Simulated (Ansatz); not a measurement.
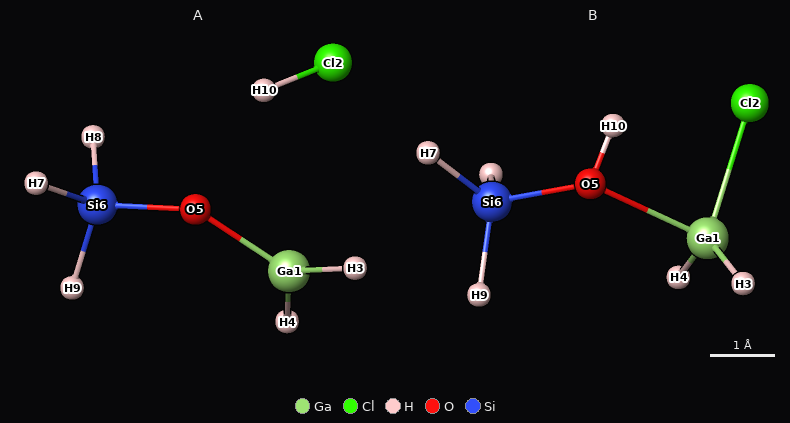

Two geometries of GaSiH6OCl, drawn at one scale. One is the start of a relaxation, the other its converged end. A ball-and-stick model, seen face on.

Level of theory: RKS PBE-D4/def2-SVP (Ansatz 0.2.0). (no spin polarisation; force threshold 0.03 eV/Å; at most 50 steps)

Q: Which geometry has the lower energy?

A: Structure B is the relaxed one. The run prepares an end point of a later path (reaction) calculation, from a guessed geometry. Over 21 accepted moves (22 points after the start) the energy falls by 23.4 kcal/mol. The largest force component goes from 0.67 to 0.02 eV/Å. The line search rejected the trial step at point 10 of the run. The largest move after the best rigid fit is that of H10, 0.99 Å. By element the largest moves are H 0.99 Å, Cl 0.76 Å, Ga 0.70 Å, O 0.41 Å, Si 0.05 Å. Among the contacts that change: O5–H10 2.204 → 0.991 Å, Ga1–Cl2 3.434 → 2.247 Å, Cl2–H10 1.341 → 2.336 Å, Ga1–O5 1.807 → 2.156 Å. New bonds form, among them: Ga1–Cl2 (3.43 → 2.25 Å), O5–H10 (2.20 → 0.99 Å). Bonds break, among them: Cl2–H10 (1.34 → 2.34 Å). Among the angles between lasting bonds that change: H4–Ga1–O5 115.1° → 100.3°, H3–Ga1–O5 112.7° → 103.4°, Ga1–O5–Si6 134.9° → 125.7°. Groups turn about O5–Si6 by about 35°. The run took 32 s on 4 threads of Arm Neoverse V1, on a shared host, peak memory 0.17 GiB.

Limits of the set-up: the start holds two separate molecules, 2.2 Å apart at their closest, whose relative position is a soft coordinate.
